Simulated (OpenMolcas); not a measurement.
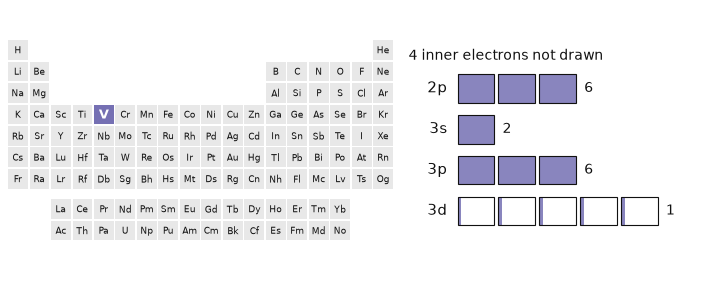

*Left, the place of vanadium in the periodic table; right, the outer shells of the leading configuration of the lowest level: a box for each of the 2l + 1 orbitals, shaded by the share of the shell that is filled, with the electron count at the right.*

# Multiconfigurational calculation for V⁴⁺ complex

System: V⁴⁺ with 6 ligands (NH3; octahedron, 2.1 Å), with no charges around it.
Method: state-averaged SS-CASPT2, IPEA shift 0.25, imaginary shift 0.1 hartree, closed shells 3s 3p of the metal and the valence shells of the ligands correlated, active space 1 electron in the shell 3d, basis ANO-RCC-VTZP on the metal and ANO-RCC-VDZP on the ligands, DKH2 scalar Hamiltonian, spin-orbit coupling by RASSI with atomic mean-field integrals (OpenMolcas).

**Key numbers**

```tsv
quantity	value
outcome	converged
energy of the lowest spin-free term	−1285.63991 hartree
energy of the lowest spin-orbit level	−1285.64037 hartree
CASPT2 correlation energy	−1.6448 hartree
largest spread among components of a term	50.2 cm⁻¹
lowest reference weight	0.681
hardware	1 thread of Arm Neoverse V1, 24 GiB of memory available, shared host
wall time	63 s
peak memory	0.22 GiB
```

**Remarks**

The components of ² (unassigned), which symmetry makes degenerate, are split by 50 cm⁻¹ in CASPT2. This is an artefact; the levels of such states rest on averages and are uncertain by about as much. Limits: orbital doublet at a regular site, Jahn-Teller distortion not allowed for; covalent bonds, ligand orbitals missing from the active space; distances are set from ionic radii, not optimised.

**Input file**
```
&GATEWAY
Coord
25

V 0.0 0.0 0.0
N 2.100000 0.000000 0.000000
H 2.482099 0.945728 0.000000
H 2.482099 -0.472864 0.819024
H 2.482099 -0.472864 -0.819024
N 0.000000 2.100000 0.000000
H 0.000000 2.482099 0.945728
H 0.819024 2.482099 -0.472864
H -0.819024 2.482099 -0.472864
N -2.100000 0.000000 0.000000
H -2.482099 -0.945728 0.000000
H -2.482099 0.472864 -0.819024
H -2.482099 0.472864 0.819024
N 0.000000 -2.100000 0.000000
H 0.000000 -2.482099 -0.945728
H -0.819024 -2.482099 0.472864
H 0.819024 -2.482099 0.472864
N 0.000000 0.000000 2.100000
H 0.945728 0.000000 2.482099
H -0.472864 0.819024 2.482099
H -0.472864 -0.819024 2.482099
N 0.000000 0.000000 -2.100000
H -0.945728 0.000000 -2.482099
H 0.472864 -0.819024 -2.482099
H 0.472864 0.819024 -2.482099
Basis=V.ANO-RCC-VTZP,H.ANO-RCC-VDZP,N.ANO-RCC-VDZP
Group=XYZ
NoMove
AngMom=0.0 0.0 0.0
AMFI
RICD
&SEWARD
&RASSCF
FileOrb=start.orb
Symmetry=1
Spin=2
nActEl=1 0 0
Inactive=18 21
Ras2=5 0
CIRoot=5 5 1
SDav=5
CIMx=300
Iter=150 100
PrWF=0.3
OrbListing=Nothing
MaxOrb=0
LevShft=1.0
>>> COPY $Project.JobIph JOB001
&RASSI
NrOfJobIphs=1 5
1 2 3 4 5
IphNames
JOB001
EJob
SpinOrbit
DIPRint=1.0
SOCoupling=1000.0
Subsets=2
Property=9
'ANGMOM' 1 'ANGMOM' 2 'ANGMOM' 3 'MLTPL  1' 1 'MLTPL  1' 2 'MLTPL  1' 3
'AMFI' 1 'AMFI' 2 'AMFI' 3
SOProperty=3
'ANGMOM' 1 'ANGMOM' 2 'ANGMOM' 3
>>> COPY JOB001 $Project.JobIph
&CASPT2
Multistate=5 1 2 3 4 5
NoMult
Frozen=5 6
IPEA=0.25
Imaginary=0.1
MaxIter=60
WThr=0.0 0.3 0.05
PrWF=0.5
NoMix
```

The file start.orb holds starting orbitals from an earlier step. A driver script formed the levels outside the program, from RASSI's spin-orbit matrix and the CASPT2 energies (for multi-state variants, the effective Hamiltonian), averaged over the components of each term or state. The log and the time are those of the CASPT2 step.

Launched with:
```bash
OMP_NUM_THREADS=1 MOLCAS_MEM=2457 MOLCAS_PROJECT=a pymolcas a.inp > a.log  # once for each step of the input, in one work folder
```

**The program's output (extracts)**
```
--- CASPT2 ---
Orbital specifications:
      -----------------------

      Symmetry species                           1   2
                                                ag  au
      Frozen orbitals                            5   6
      Inactive orbitals                         13  15
      Active orbitals                            5   0
      Secondary orbitals                        94  95
      Deleted orbitals                           0   0
      Number of basis functions                117 116
Type of calculation                        SS-CASPT2
      Fock operator                              state-specific
      IPEA shift                                 0.25
      Real shift                                 0.00
      Imaginary shift                            0.10
      The input orbitals will be transformed to quasi-canonical
Reference energy:       -1283.9951524398
      E2 (Non-variational):      -1.6418285253
      Shift correction:          -0.0016420430
      E2 (Variational):          -1.6434705682
      Total energy:           -1285.6386230080
      Residual norm:              0.0000008197
      Reference weight:           0.68220
      Contributions to the CASPT2 correlation energy
      Active & Virtual Only:         -0.0000000005
      One Inactive Excited:          -0.0811823627
      Two Inactive Excited:          -1.5606461621
Reference energy:       -1283.9945238079
      E2 (Non-variational):      -1.6436114246
      Shift correction:          -0.0016563346
      E2 (Variational):          -1.6452677592
      Total energy:           -1285.6397915670
      Residual norm:              0.0000001163
      Reference weight:           0.68156
      Contributions to the CASPT2 correlation energy
      Active & Virtual Only:         -0.0000000005
      One Inactive Excited:          -0.0830690299
      Two Inactive Excited:          -1.5605423942
::    CASPT2 Root  1     Total energy:  -1285.63862301
::    CASPT2 Root  2     Total energy:  -1285.63979157
::    CASPT2 Root  3     Total energy:  -1285.64002026
::    CASPT2 Root  4     Total energy:  -1285.49801812
::    CASPT2 Root  5     Total energy:  -1285.49804486
```

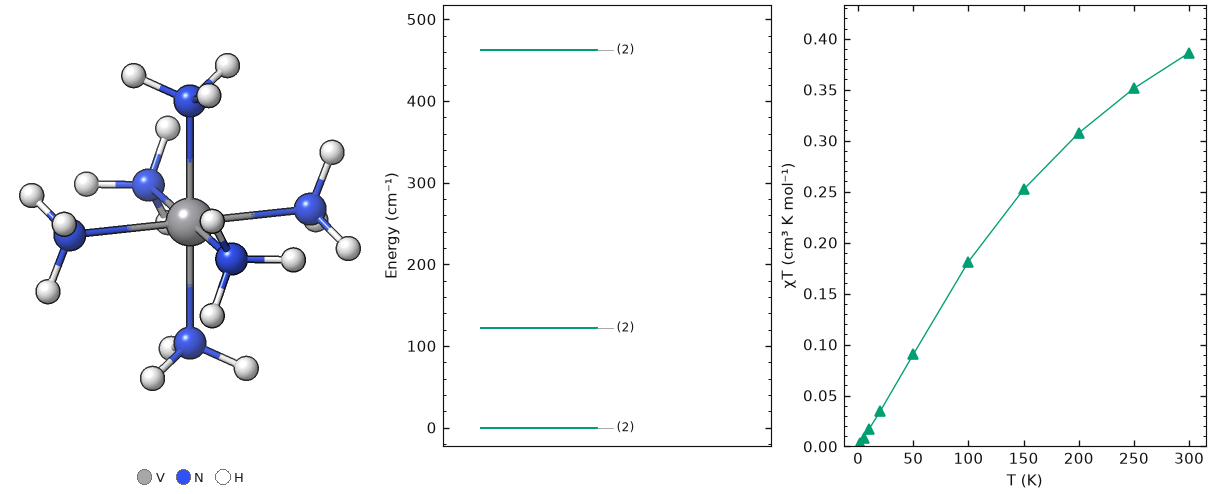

*V⁴⁺ (3d) with 6 ligands, NH₃, at 2.1 Å (arrangement: octahedron, Ci), and its levels and susceptibility. Labels give the representation in O, Td, D4 or D3 as the site allows (double group for half-integer spin) where it could be assigned and, in brackets, the degeneracy; spin-free states, where drawn, share the zero of the spin-orbit levels. Powder susceptibility by Van Vleck's formula.*

The ground level is a Kramers doublet, 100 % from states of spin multiplicity 2. Its principal g values are all close to zero. The next level lies at 122 cm⁻¹. χT is close to 0 cm³ K mol⁻¹ at 2 K and 0.386 at 300 K, an effective moment of 1.76 μB.
